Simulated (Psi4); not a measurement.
# BSiH4O2F (SMILES OB(F)O[SiH3]) at B3LYP/6-31G(d) (Cartesian functions)

What is the vertical ionisation energy of BSiH4O2F at B3LYP/6-31G* (Cartesian functions)? 

Program for the calculation: Psi4 1.11.

2 further runs of the same task are left out: 2 set aside as unsound or not needed.

### Step 1. Starting point

The species is BSiH4O2F (9 atoms), meant as a singlet with charge 0. SMILES: `OB(F)O[SiH3]`. The coordinates come from a PBE0-D4/def2-TZVP relaxation. This is one conformer, not always the lowest.

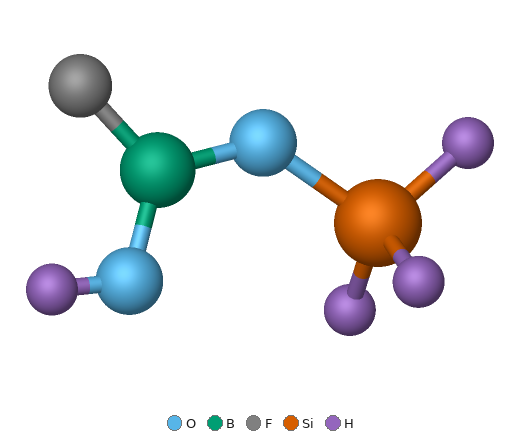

Viewed from a chosen angle; oxygen blue, boron teal, fluorine grey, silicon orange, hydrogen purple.

### Step 2. A single-point energy at B3LYP/6-31G(d) (Cartesian functions)

run.py reads:

```python
import psi4

psi4.set_memory('2200 MB')
psi4.set_num_threads(1)
psi4.set_output_file('bfh4o2si.out', False)

molecule = psi4.geometry("""
O
B 1 1.359197
F 2 1.334449 1 120.04275
O 2 1.34756 3 118.87028 1 179.99096
Si 4 1.654927 2 131.9216 3 179.99385
H 1 0.95988 2 113.38885 3 -0.01857
H 5 1.480479 4 106.41385 2 -179.93199
H 5 1.483561 7 110.07506 4 119.35462
H 5 1.483596 7 110.07877 8 121.28219
units angstrom
symmetry c1
""")

options = {'reference': 'rks', 'puream': False, 'e_convergence': 1e-09, 'd_convergence': 1e-08, 'scf_type': 'pk', 'dft_radial_points': 99, 'dft_spherical_points': 590}
psi4.set_options(options)

result, w = psi4.energy('b3lyp/6-31G*', return_wfn=True)
print(f'total energy {result:.8f} hartree = {result * 27.211386:.5f} eV')
```

Run with:

```sh
$ python run.py
```

bfh4o2si.out, cut to the lines that bear on the results:

```text
[...]
  Running in c1 symmetry.
[...]
  Nuclear repulsion =  222.106215647762497
[...]
  Multiplicity = 1
[...]
  Nalpha       = 24
  Nbeta        = 24
[...]
    Number of basis functions: 87
[...]
   @RKS iter   1:  -566.95689875306175   -4.13614e-01   1.00807e-02 ADIIS/DIIS
[...]
   @RKS iter  11:  -567.23545433144318   -1.04592e-11   5.21848e-09 DIIS
[...]
    Orbital Energies [Eh]
    ---------------------
    Doubly Occupied:
       1A    -66.157476     2A    -24.693716     3A    -19.173260
       4A    -19.159192     5A     -6.844217     6A     -5.306166
       7A     -3.666409     8A     -3.663704     9A     -3.663676
      10A     -1.200303    11A     -1.044046    12A     -1.011222
      13A     -0.600498    14A     -0.566128    15A     -0.525089
      16A     -0.476806    17A     -0.459983    18A     -0.425242
      19A     -0.396139    20A     -0.389656    21A     -0.368806
      22A     -0.353388    23A     -0.329018    24A     -0.320942
[...]
  @RKS Final Energy:  -567.23545433144318
   => Energetics <=
    Nuclear Repulsion Energy =            222.1062156477624967
    One-Electron Energy =               -1225.7062284017511047
    Two-Electron Energy =                 480.2156628970728889
    DFT Exchange-Correlation Energy =     -43.8511044745274745
    Empirical Dispersion Energy =           0.0000000000000000
    VV10 Nonlocal Energy =                  0.0000000000000000
    Total Energy =                       -567.2354543314431794
[...]
 Multipole Moments:
 ------------------------------------------------------------------------------------
     Multipole            Electronic (a.u.)      Nuclear  (a.u.)        Total (a.u.)
 ------------------------------------------------------------------------------------
 L = 1.  Multiply by 2.5417464519 to convert [e a0] to [Debye]
 Dipole X            :          0.0002403            0.0000856            0.0003260
 Dipole Y            :         -7.7782428            7.6924660           -0.0857768
 Dipole Z            :          1.6113139           -2.1382136           -0.5268997
 Magnitude           :                                                    0.5338361
[...]
```

Standard output:

```text
total energy -567.23545433 hartree = -15435.26290 eV
```

Wall time 15 s (1 thread of AMD EPYC 7R43 (Zen 3), shared host); peak memory 1.3 GiB.

### Step 3. The doublet cation: energy and forces at UB3LYP/6-31G(d) (Cartesian functions)

job.inp reads:

```
memory 2.2 GB

molecule mol {
  1 2
  O     -1.614100     0.556700     0.394000
  B     -0.395400     1.157100     0.352700
  F     -0.277300     2.450800     0.657900
  O      0.708900     0.466900     0.006200
  Si     0.934200    -1.114900    -0.425000
  H     -2.322500     1.149900     0.654100
  H      2.381900    -1.273900    -0.690900
  H      0.154500    -1.427600    -1.647800
  H      0.518200    -2.011000     0.681800
  symmetry c1
  no_reorient
  no_com
}

set basis 6-31G*
set reference uks
set puream false
set e_convergence 1e-09
set d_convergence 1e-08
set scf_type pk
set dft_radial_points 99
set dft_spherical_points 590
set maxiter 100

e, wfn = gradient('b3lyp', return_wfn=True)
oeprop(wfn, 'WIBERG_LOWDIN_INDICES', 'QUADRUPOLE', 'MULLIKEN_CHARGES', title='B3LYP')
print_variables()
```

Run with:

```sh
$ psi4 -i job.inp -o job.out -n 1
```

job.out, cut to the lines that bear on the results:

```text
[...]
  Running in c1 symmetry.
[...]
  Nuclear repulsion =  222.106225101530896
[...]
  Multiplicity = 2
[...]
  Nalpha       = 24
  Nbeta        = 23
[...]
    Number of basis functions: 87
[...]
   @UKS iter   1:  -566.54121233410024    2.07248e-03   9.68515e-03 DIIS/ADIIS
[...]
   @UKS iter  19:  -566.82298995176131   -2.28511e-11   3.19715e-09 DIIS
[...]
   @S^2 Observed:                7.596117442E-01
[...]
  @UKS Final Energy:  -566.82298995176131
   => Energetics <=
    Nuclear Repulsion Energy =            222.1062251015308959
    One-Electron Energy =               -1214.1302382726651103
    Two-Electron Energy =                 468.7376801798593533
    DFT Exchange-Correlation Energy =     -43.5366569604864111
    Empirical Dispersion Energy =           0.0000000000000000
    VV10 Nonlocal Energy =                  0.0000000000000000
    Total Energy =                       -566.8229899517613148
[...]
  -Total Gradient:
     Atom            X                  Y                   Z
    ------   -----------------  -----------------  -----------------
       1       -0.014443563617     0.019276833899     0.007081300045
       2        0.029105862343    -0.059619155444    -0.019503577227
       3       -0.002021146538     0.018637566720     0.004975274485
       4       -0.012700513182     0.014673164343     0.005726734407
       5       -0.046138574711     0.011228363382     0.009844499743
       6        0.014470678913    -0.009767249413    -0.004710526160
       7        0.005083493059    -0.001031882077    -0.001011063514
       8        0.014377393661     0.001622809679     0.005638835128
       9        0.012247061785     0.005022396868    -0.008027777091
[...]
  Mulliken Charges: (a.u.)
   Center  Symbol    Alpha    Beta     Spin     Total
       1     O     4.34727  4.10161  0.24566 -0.44888
       2     B     2.15651  2.20728 -0.05077  0.63621
       3     F     4.58894  4.59197 -0.00303 -0.18091
       4     O     4.35797  3.94901  0.40897 -0.30698
       5    SI     6.69313  6.69645 -0.00332  0.61042
       6     H     0.25246  0.25945 -0.00699  0.48809
       7     H     0.48344  0.49072 -0.00727  0.02584
       8     H     0.56029  0.35142  0.20887  0.08829
       9     H     0.55998  0.35210  0.20788  0.08792
   Total alpha = 24.00000, Total beta = 23.00000, Total charge =  1.00000
[...]
```

Wall time 46 s (1 thread of AMD EPYC 7R43 (Zen 3), shared host); peak memory 1.3 GiB.

### Step 4. What came out

At B3LYP/6-31G* (Cartesian functions):

```
                                          quantity          value
                    singlet BSiH4O2F: total energy  -567.23545 Eh
                   singlet BSiH4O2F: dipole moment         1.36 D
                     singlet BSiH4O2F: HOMO energy       -8.73 eV
                     singlet BSiH4O2F: LUMO energy        0.33 eV
                   singlet BSiH4O2F: HOMO–LUMO gap        9.07 eV
                      doublet cation: total energy  -566.82299 Eh
doublet cation: HOMO energy (highest over α and β)      -15.16 eV
 doublet cation: LUMO energy (lowest over α and β)      -13.71 eV
                              doublet cation: ⟨S²⟩          0.760
          doublet cation: largest force on an atom     3.556 eV/Å
vertical ionisation energy (to the doublet cation)      11.224 eV
```

In words: Removing an electron at fixed nuclei costs 11.22 eV (1083 kJ/mol). −ε(HOMO) before ionisation, 8.73 eV, is 2.49 eV below this ionisation energy.
